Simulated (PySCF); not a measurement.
# One shape, several levels: SiPH6S+ (SMILES [PH3+][SiH2]S)

Aim: a comparison of 5 runs (HF/def2-SVP, B3LYP/6-31G*, PBE0/def2-SVP, B3LYP/6-311+G**, M06-2X/def2-TZVP) of SiPH6S+. 

The results are computed with PySCF 2.14.0.

## Step 1: The molecule

The species is SiPH6S+ (9 atoms), meant as a singlet with charge +1. As SMILES, `[PH3+][SiH2]S`. The coordinates come from a GFN2-xTB relaxation. This is one conformer, not always the lowest.

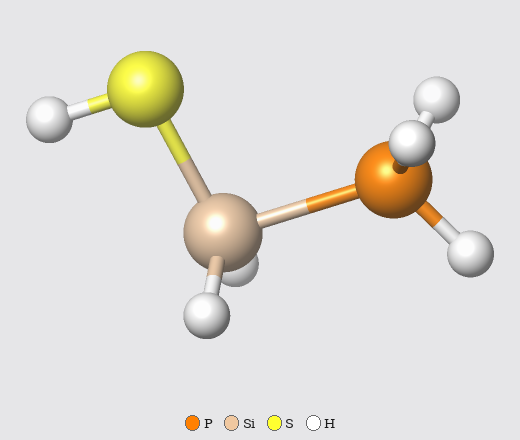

The structure, seen from a chosen angle (phosphorus orange, silicon light orange, sulfur yellow, hydrogen white).

## Step 2: Energy and gradient at HF/def2-SVP (run 1)

File job.py:

```python
from pyscf import gto

mol = gto.Mole()
mol.atom = '''
P     -1.386927     1.537330    -1.668874
Si     0.793307    -1.708558     0.435998
S      1.852895     0.329436     3.721759
H     -2.399574     0.947187    -3.990610
H     -0.065082     3.698402    -2.260169
H     -3.463528     2.569498    -0.490573
H     -1.199296    -3.588930     0.727148
H      2.791069    -2.271942    -1.375513
H      3.077136    -1.512442     4.900816
'''
mol.charge = 1
mol.max_memory = 1860
mol.verbose = 4
mol.unit = 'bohr'
mol.spin = 0
mol.basis = 'def2-svp'
mol.build()

mf = mol.RHF()
mf.conv_tol = 1e-10
mf.kernel()
if not mf.converged:
    mf = mf.newton().run(mf.mo_coeff, mf.mo_occ)

e_tot = mf.e_tot
print('Final energy', e_tot)
grad = mf.nuc_grad_method().kernel()
mf.analyze()
```

The run is started by

```sh
$ OMP_NUM_THREADS=1 python job.py
```

Standard output:

```text
PySCF version 2.14.0

[... 88 lines left out ...]
MO #4   energy= -9.13134896448271  occ= 2
[... 15 lines left out ...]
MO #20  energy= -0.785041731198795 occ= 2
[... 15 lines left out ...]
MO #36  energy= 0.239217371740217  occ= 0
[... 15 lines left out ...]
MO #52  energy= 0.681038378259401  occ= 0
[... 15 lines left out ...]
MO #68  energy= 1.50496267936064   occ= 0
[... 15 lines left out ...]
MO #84  energy= 2.37734202160669   occ= 0
[... 97 lines left out ...]
WARN: System has nonzero charge 1; the dipole moment is origin-dependent.
Location of origin: [0. 0. 0.]

Dipole moment(X, Y, Z, Debye): -0.93975,  0.05744, -1.74164
```

Run time: 6.9 s. Hardware: 1 thread of Intel Xeon at 2.70GHz, shared host; peak memory 0.17 GiB.

## Step 3: Energy and forces at B3LYP/6-31G(d) (Cartesian functions) (run 2)

File start.xyz:

```xyz
9
H6PSSi
P     -0.733930     0.813520    -0.883130
Si     0.419800    -0.904130     0.230720
S      0.980510     0.174330     1.969470
H     -1.269800     0.501230    -2.111740
H     -0.034440     1.957110    -1.196030
H     -1.832820     1.359720    -0.259600
H     -0.634640    -1.899180     0.384790
H      1.476970    -1.202260    -0.727890
H      1.628350    -0.800350     2.593400
```

File run.py:

```python
from pyscf import gto, dft

mol = gto.M(
    atom='start.xyz',
    cart=True,
    max_memory=1860,
    verbose=4,
    basis='6-31g*',
    charge=1,
)

mf = dft.RKS(mol, xc='b3lyp')
mf.grids.level = 5
mf.conv_tol = 1e-10
mf.kernel()
if not mf.converged:
    mf = mf.newton().run(mf.mo_coeff, mf.mo_occ)

e_final = mf.e_tot
print(f'total energy: {e_final:.8f} hartree')
grad = mf.nuc_grad_method().kernel()
dip = mf.dip_moment()
pop, q = mf.mulliken_pop()
```

The run is started by

```sh
$ OMP_NUM_THREADS=1 python run.py
```

Standard output:

```text
PySCF version 2.14.0

[... 76 lines left out ...]
converged SCF energy = -1032.38664586429
total energy: -1032.38664586 hartree
[... 13 lines left out ...]
WARN: System has nonzero charge 1; the dipole moment is origin-dependent.
[... 2 lines left out ...]
Dipole moment(X, Y, Z, Debye): -0.93962,  0.12579, -1.69942
[... 79 lines left out ...]
charge of    8H =      0.17971
```

Run time: 29 s. Hardware: 1 thread of Intel Xeon at 2.70GHz, shared host; peak memory 0.69 GiB.

## Step 4: Energy and gradient at PBE0/def2-SVP (run 3)

File job.py:

```python
import pyscf.grad
from pyscf import gto, dft

molecule = gto.Mole()
molecule.atom = '''
P     -1.386927     1.537330    -1.668874
Si     0.793307    -1.708558     0.435998
S      1.852895     0.329436     3.721759
H     -2.399574     0.947187    -3.990610
H     -0.065082     3.698402    -2.260169
H     -3.463528     2.569498    -0.490573
H     -1.199296    -3.588930     0.727148
H      2.791069    -2.271942    -1.375513
H      3.077136    -1.512442     4.900816
'''
molecule.basis = 'def2-svp'
molecule.spin = 0
molecule.verbose = 4
molecule.unit = 'bohr'
molecule.charge = 1
molecule.max_memory = 1860
molecule.build()

mf = dft.RKS(molecule)
mf.xc = 'pbe0'
mf.grids.level = 5
mf.conv_tol = 1e-10
mf.kernel()
if not mf.converged:
    mf = mf.newton().run(mf.mo_coeff, mf.mo_occ)

e_final = mf.e_tot
print('E = %.10f Eh' % e_final)
grad = mf.Gradients().kernel()
mf.analyze()
```

The run is started by

```sh
$ OMP_NUM_THREADS=1 python job.py
```

Standard output:

```text
PySCF version 2.14.0

[... 100 lines left out ...]
MO #4   energy= -8.18512353953847  occ= 2
[... 15 lines left out ...]
MO #20  energy= -0.654109406399118 occ= 2
[... 15 lines left out ...]
MO #36  energy= 0.09888315675823   occ= 0
[... 15 lines left out ...]
MO #52  energy= 0.477090229237453  occ= 0
[... 15 lines left out ...]
MO #68  energy= 1.2504141800747    occ= 0
[... 15 lines left out ...]
MO #84  energy= 2.08989376122143   occ= 0
[... 97 lines left out ...]
WARN: System has nonzero charge 1; the dipole moment is origin-dependent.
Location of origin: [0. 0. 0.]

Dipole moment(X, Y, Z, Debye): -0.91758,  0.24202, -1.58505
```

Run time: 39 s. Hardware: 1 thread of Intel Xeon at 2.70GHz, shared host; peak memory 0.82 GiB.

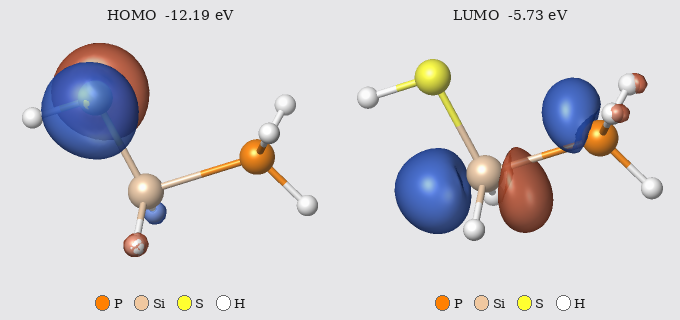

Frontier orbitals of this run, surfaces at ±0.2 Å^-3/2.

Run 4 isn't shown in full; the table further down has it.

## Step 5: Energy and gradient at M06-2X/def2-TZVP (run 5)

File mol.xyz:

```xyz
9
H6PSSi
P     -0.733930     0.813520    -0.883130
Si     0.419800    -0.904130     0.230720
S      0.980510     0.174330     1.969470
H     -1.269800     0.501230    -2.111740
H     -0.034440     1.957110    -1.196030
H     -1.832820     1.359720    -0.259600
H     -0.634640    -1.899180     0.384790
H      1.476970    -1.202260    -0.727890
H      1.628350    -0.800350     2.593400
```

File run.py:

```python
# [PH3+][SiH2]S
from pyscf import gto, dft

system = gto.M(
    atom='mol.xyz',
    verbose=3,
    charge=1,
    max_memory=1860,
    spin=0,
    basis='def2-tzvp',
)

calc0 = dft.RKS(system)
calc0.xc = 'm06-2x'
calc0.conv_tol = 1e-10
calc0.grids.level = 5
calc0.kernel()
if not calc0.converged:
    calc0 = calc0.newton().run(calc0.mo_coeff, calc0.mo_occ)

e_final = calc0.e_tot
print('E(%s) = %.9f' % ('M06-2X', e_final))
grad = calc0.nuc_grad_method().kernel()
calc0.analyze()
```

The run is started by

```sh
$ OMP_NUM_THREADS=1 python run.py
```

Standard output:

```text
converged SCF energy = -1032.35266112215
[... 31 lines left out ...]
MO #22  energy= -0.623909042238774 occ= 2
[... 24 lines left out ...]
MO #47  energy= 0.17899566217058   occ= 0
[... 24 lines left out ...]
MO #72  energy= 0.870055025980576  occ= 0
[... 24 lines left out ...]
MO #97  energy= 1.44702860432042   occ= 0
[... 24 lines left out ...]
MO #122 energy= 2.13996244645439   occ= 0
[... 24 lines left out ...]
MO #147 energy= 18.6888005556659   occ= 0
[... 11 lines left out ...]
WARN: System has nonzero charge 1; the dipole moment is origin-dependent.
Location of origin: [0. 0. 0.]

Dipole moment(X, Y, Z, Debye): -0.85832,  0.27011, -1.45551
```

Run time: 2.1 min. Hardware: 1 thread of Intel Xeon at 2.70GHz, shared host; peak memory 1.7 GiB.

## Step 6: Overview of the runs

```
run                               level  Cartesian functions  integration grid   energy (Eh)  HOMO energy (eV)  LUMO energy (eV)  HOMO–LUMO gap (eV)  wall time
  1                         HF/def2-SVP                   no                 –  -1030.143514            -15.02             -2.17               12.86      6.9 s
  2  B3LYP/6-31G* (Cartesian functions)                  yes                 5  -1032.386646            -11.90             -6.00                5.89       29 s
  3                       PBE0/def2-SVP                   no                 5  -1031.667600            -12.19             -5.73                6.46       39 s
  4                     B3LYP/6-311+G**                   no                 5  -1032.473561            -11.94             -6.06                5.88       57 s
  5                    M06-2X/def2-TZVP                   no                 5  -1032.352661            -13.42             -5.01                8.41    2.1 min
```

## Step 7: Outcome

```
                       quantity           value
            run 5: total energy  -1032.35266 Eh
             run 5: HOMO energy       -13.42 eV
             run 5: LUMO energy        -5.01 eV
           run 5: HOMO–LUMO gap         8.41 eV
run 5: largest force on an atom      0.712 eV/Å
```

What this shows: The HOMO–LUMO gap runs from 5.88 eV (B3LYP/6-311+G**) to 12.86 eV (HF/def2-SVP). The two ends differ in method and basis. Totals of different functionals can't be ranked against each other. All runs together took 4.3 min, the longest 2.1 min.
